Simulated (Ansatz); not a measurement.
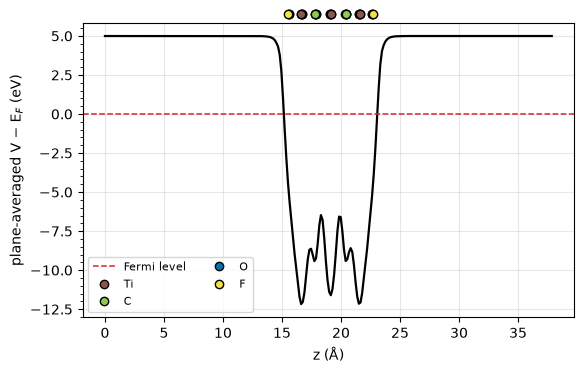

*Ti6C4O2F. Plane average of the electrostatic potential (local pseudopotential plus Hartree) felt by an electron across the slab. Circles mark the heights of the atoms.*

Computed without spin polarisation.

Theory: DFT PBE, scalar-relativistic, plane waves, PAW in Ansatz.

Input file:

```
crystal:
  lattice:
    - [6.1, 0.0, 0.0]
    - [-3.05, 5.2827549631, 0.0]
    - [0.0, 0.0, 25.1]
  atoms:
    - { symbol: Ti, position: [0.0, 0.0, 0.5] }
    - { symbol: C, position: [0.1666666667, 0.3333333333, 0.5490039841] }
    - { symbol: C, position: [0.3333333333, 0.1666666667, 0.4509960159] }
    - { symbol: Ti, position: [0.3333333333, 0.1666666667, 0.5928286853] }
    - { symbol: Ti, position: [0.1666666667, 0.3333333333, 0.4071713147] }
    - { symbol: O, position: [0.0, 0.0, 0.63187251] }
    - { symbol: Ti, position: [0.0, 0.5, 0.5] }
    - { symbol: C, position: [0.1666666667, 0.8333333333, 0.5490039841] }
    - { symbol: C, position: [0.3333333333, 0.6666666667, 0.4509960159] }
    - { symbol: Ti, position: [0.3333333333, 0.6666666667, 0.5928286853] }
    - { symbol: Ti, position: [0.1666666667, 0.8333333333, 0.4071713147] }
    - { symbol: O, position: [0.0, 0.5, 0.63187251] }
    - { symbol: F, position: [0.0, 0.5, 0.3585657371] }
    - { symbol: Ti, position: [0.5, 0.0, 0.5] }
    - { symbol: C, position: [0.6666666667, 0.3333333333, 0.5490039841] }
    - { symbol: C, position: [0.8333333333, 0.1666666667, 0.4509960159] }
    - { symbol: Ti, position: [0.8333333333, 0.1666666667, 0.5928286853] }
    - { symbol: Ti, position: [0.6666666667, 0.3333333333, 0.4071713147] }
    - { symbol: F, position: [0.5, 0.0, 0.6414342629] }
    - { symbol: O, position: [0.5, 0.0, 0.36812749] }
    - { symbol: Ti, position: [0.5, 0.5, 0.5] }
    - { symbol: C, position: [0.6666666667, 0.8333333333, 0.5490039841] }
    - { symbol: C, position: [0.8333333333, 0.6666666667, 0.4509960159] }
    - { symbol: Ti, position: [0.8333333333, 0.6666666667, 0.5928286853] }
    - { symbol: Ti, position: [0.6666666667, 0.8333333333, 0.4071713147] }
    - { symbol: O, position: [0.5, 0.5, 0.36812749] }
  periodic: [true, true, false]
scf:
  occupations: { method: gaussian, width: 0.05 }
  n_extra_bands: 6
output:
  forces: true
  stress: true
  write_density: true
  write_potential: true
  elf: true
  volumetric_format: npy
kpoints:
  mp_grid: { grid: [5, 5, 1] }
hamiltonian:
  xc: pbe
relax:
  f_tol: 0.02
  max_steps: 100
  cell: { stress_2d_tol: 0.1 }
```

Command:

```sh
ansatz run input.yaml --threads 8 --pin off --max-ram 24576MiB --backend cpu --events-out ev --progress --plain --runs-dir out
```

The fields are those of the relaxed geometry.

Question: How far below the vacuum level is the Fermi level?

Answer: The potential is flat in the vacuum, 4.99 eV above the Fermi level; this is the work function, the same on both faces.

Question: How thick is the slab, and how wide the vacuum?

Answer: The outermost nuclei are 7.3 Å apart, in 7 atomic planes; the vacuum between periodic images is 30.7 Å wide.
